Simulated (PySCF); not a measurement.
**C2H7Ge, doublet, SMILES `[CH2][CH2][GeH3]`: what the electrons do**

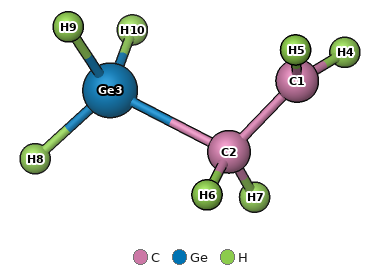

The molecule, with its atoms numbered as below. No frequency check shows the geometry to be a minimum.

Coordinates in Å:

```
C1       2.1275    0.3996   -0.0022
C2       1.1625   -0.6820    0.0011
Ge3     -0.7313    0.0552    0.0005
H4       2.4479    0.8448   -0.9217
H5       2.4465    0.8510    0.9203
H6       1.2410   -1.3048    0.8954
H7       1.2423   -1.3108   -0.8841
H8      -1.8087   -0.9990   -0.0106
H9      -0.9548    0.9277    1.1955
H10     -0.9530    0.9197   -1.2027
```

## 1. Bonding charge

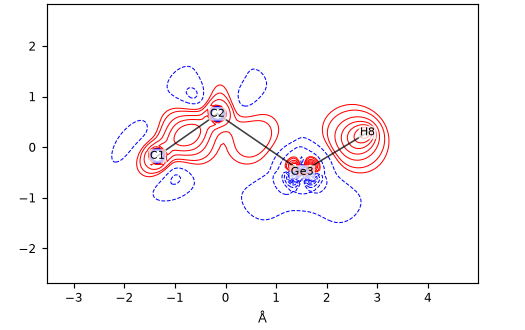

Deformation density (molecule less spherical, spin-averaged free atoms) in the plane of C1, C2, Ge3 and H8; contours at ±0.05 to ±0.8 e/Å³; solid red lines: gain, dashed blue lines: loss.

PySCF calculation, BP86/def2-SVPD, gas phase; geometry: GFN2-xTB. The stability of the open-shell solution wasn't checked. GFN2-xTB doesn't know the spin state, so this open-shell geometry is rough.

Describe the bonding that the map shows.

Answer. C1–C2: +0.49 e/Å³ at the bond critical point (bond length 1.45 Å). Ge3–H8: +0.23 e/Å³ at the bond critical point (bond length 1.51 Å). C2–Ge3: +0.15 e/Å³ at the bond critical point (bond length 2.03 Å). In all, 1.9 electrons gather in the regions of gain relative to the promolecule. A small or negative value marks a very polar bond, one between electron-rich atoms, whose free-atom densities already overlap strongly, a long bond to a heavier atom, or a closed-shell contact such as a hydrogen bond.

## 2. Bond critical points

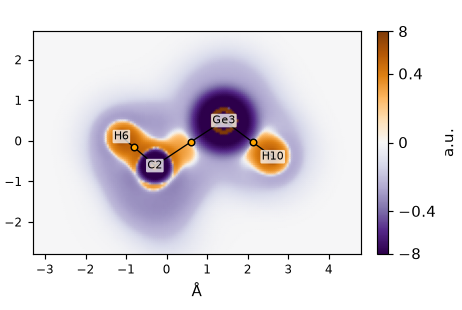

Negative Laplacian of the density (−∇²ρ) in the plane of C2, Ge3, H6 and H10 (orange positive, purple negative, colour scale in a.u., logarithmic beyond ±0.04), with bond paths and bond critical points (dots).

At which bond critical points in this plane is charge locally concentrated, and at which depleted?

Answer. Concentrated (∇²ρ < 0): C2–H6 (−0.96 a.u.). Depleted (∇²ρ > 0): Ge3–H10 (+0.07 a.u., H = −0.087); C2–Ge3 (0.00 a.u., H = −0.061). A positive Laplacian with clearly negative H marks a strongly polar covalent bond, whose critical point lies close to the core of the less electronegative atom.

Where along C2–H6 does the critical point lie?

Answer. 0.69 Å from C2 and 0.41 Å from H6.

## 3. Local ionisation energy

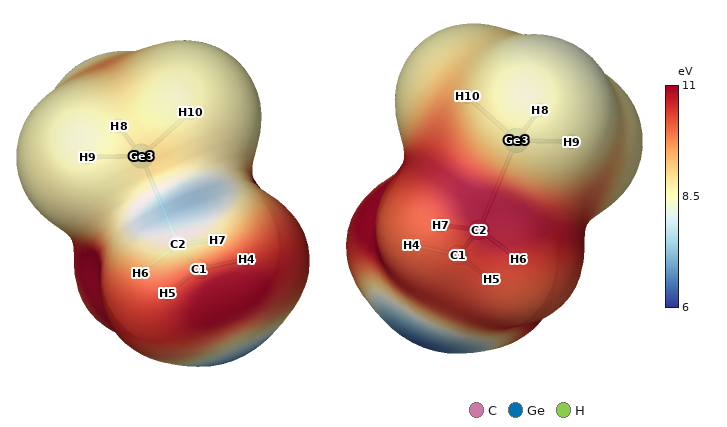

Average local ionisation energy on the surface of electron density 0.001 a.u. (back view left, front view right).

Locate the minima of the map.

Answer. The lowest value is 6.4 eV, over C1, off the plane of its three bonds (2.1 Å). Further minima include 7.2 eV, over C1, off the plane of its three bonds (2.1 Å); 8.2 eV, 1.5 Å from H8; 10.0 eV, 1.4 Å from H6. For comparison, the highest occupied orbital lies at −4.4 eV.

What volume does the surface enclose, and what is the dipole moment?

Answer. About 108 Å³; the dipole moment is 0.5 D.

## 4. Spin density

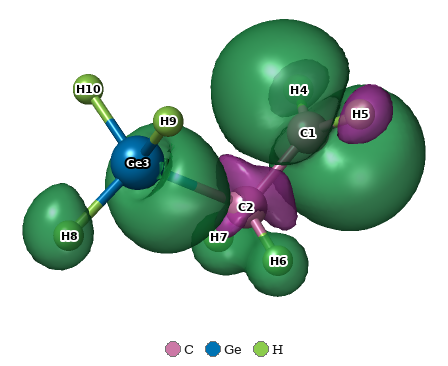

Spin density ρα − ρβ at ±0.01 e/Å³ (green: excess α, purple: excess β).

How is the spin shared among the atoms?

Answer. Hirshfeld spin populations: C1 +0.65, Ge3 +0.11, C2 +0.06 and H4 and H5 +0.05. ⟨S²⟩ = 0.75, as for a pure state. The picture also shows regions of β spin from spin polarisation; the Hirshfeld sums, whose atoms overlap, net them against the α spin of neighbours.

## 5. In an electric field

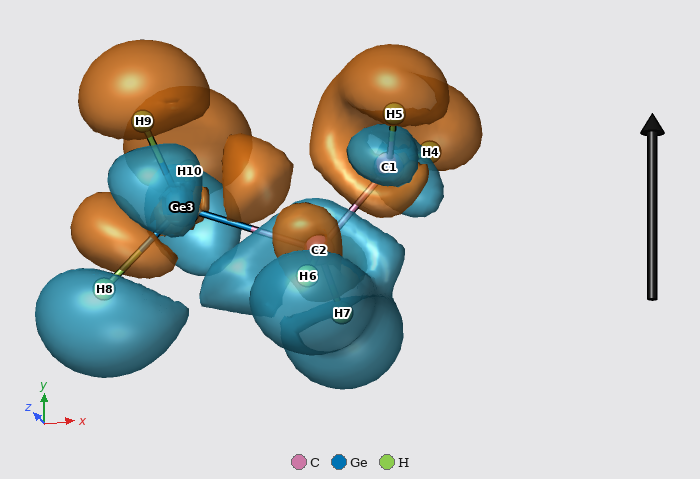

Change of the electron density in a uniform field of 0.51 V/Å along +y (arrow), surfaces at ±0.003 e/Å³ (light blue: gain, orange: loss).

Level of theory: BLYP/def2-SVPD (PySCF), at a geometry from GFN2-xTB. The stability of the open-shell solution wasn't checked. GFN2-xTB doesn't know the spin state, so this open-shell geometry is rough.

What dipole is induced, and what polarisability does it imply?

Answer. The induced dipole is 1.43 D (along the field); α along this axis, from the fields in both directions, is 56 bohr³ (8.4 Å³).

Which atoms gain and lose the most charge?

Answer. Electrons gather most on H8 (Hirshfeld charge changes by −0.022 e) and leave H9 and H10 alike most (+0.018 e); 0.132 electrons are displaced in all.
